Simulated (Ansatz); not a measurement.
```xyz
6
charge 0, multiplicity 1
C    -0.0265    0.3348   -0.8743
H     0.2218   -0.4825   -1.5366
H    -0.9501    0.8776   -1.0285
C     0.8013    0.6468    0.1008
F     0.5561    1.6447    0.9548
H     1.7409    0.1501    0.3159
```

Describe the molecule in this file.

The molecule is C2H3F. The point group is Cs. All atoms lie on one plane. Coordination: 2 C trigonal planar.

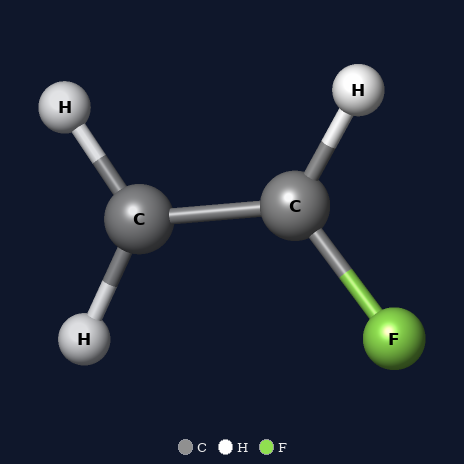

The picture comes from a calculation with Ansatz.
